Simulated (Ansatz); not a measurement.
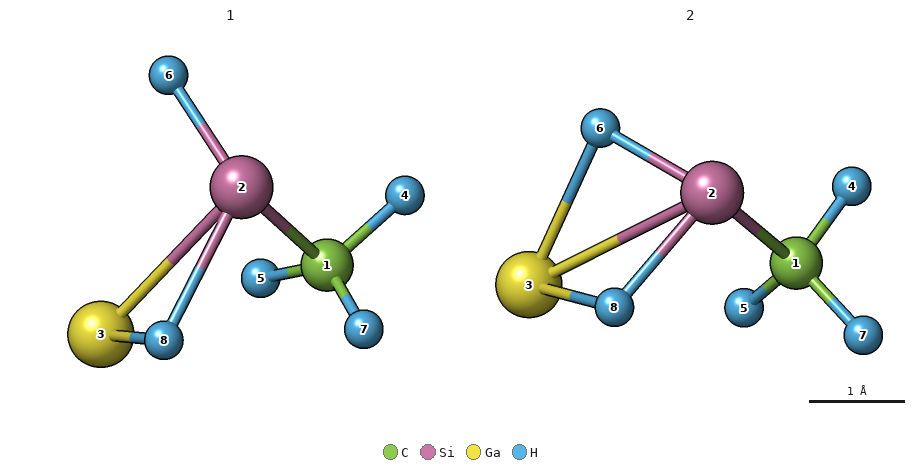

Two geometries of CH$_{5}$GaSi, drawn at one scale. One is the start of a relaxation, the other its converged end. The picture is a ball-and-stick view, seen at a tilt.

Theory: Ansatz, RKS BHLYP/def2-SVP. Set-up: no spin polarisation; force threshold 0.02 eV/Å; at most 50 steps.

Question: Which one is relaxed?

Answer: Structure 2 is the relaxed one. The run prepares an end point of a later path (hydrogen shift) calculation, from a guessed geometry. The energy falls by 3.021 eV in 8 accepted moves (9 points after the start). Largest force component: 4.8 eV/Å at the start, 0.019 eV/Å at the end. The line search rejected the trial step at point 6 of the run. Ga3 moves most after the best rigid fit: 0.64 Å. Largest moves by element: Ga 0.64 Å, H 0.63 Å, Si 0.31 Å, C 0.13 Å. Among the contacts that change: Ga3–H6 2.897 → 1.968 Å, Ga3–H8 1.618 → 1.968 Å, Ga3–H5 2.103 → 2.423 Å, Si2–Ga3 2.431 → 2.683 Å. Among the angles between lasting bonds that change: Ga3–Si2–H6 92.1° → 46.7°, H5–C1–H7 133.5° → 105.5°, Si2–C1–H7 85.8° → 107.1°.
